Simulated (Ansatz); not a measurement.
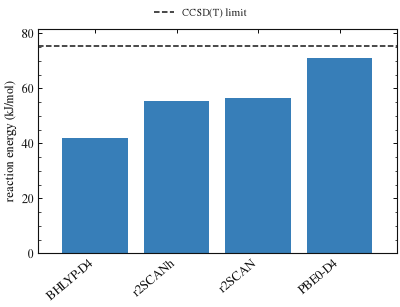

Electronic reaction energy of GaHOCl₂ ([OH][Ga]([Cl])[Cl]) + H ([H]) [doublet] → GaOCl₂ ([O][Ga]([Cl])[Cl]) [doublet] + H₂ ([H][H]) (SMILES in brackets) at several levels (functionals in def2-TZVPP unless a basis is named), isolated molecules at PBE0-D4 triple-zeta geometries, minima by their frequencies, no zero-point or thermal terms, the Ansatz code. The line is frozen-core CCSD(T) at the basis limit (MP2 extrapolated from triple and quadruple zeta, plus CCSD(T) less MP2 in a smaller set). No dispersion term is added to r2SCANh and r2SCAN. The limit lies 8.1 kJ/mol from CCSD(T)/def2-TZVPP, so the line itself is uncertain by a part of that.

Question: What range do the values span, the line included?

Answer: From 41.9 kJ/mol (BHLYP-D4) to 75.4 kJ/mol (CCSD(T) limit).

Question: Which level comes closest to the line (CCSD(T) limit), and which misses most?

Answer: Closest PBE0-D4 (70.8 kJ/mol), against 75.4 kJ/mol; farthest BHLYP-D4 (41.9 kJ/mol).

Note: no scalar relativity up to krypton; outer-core shells are correlated without core-valence functions, which makes the correlated values less sure.
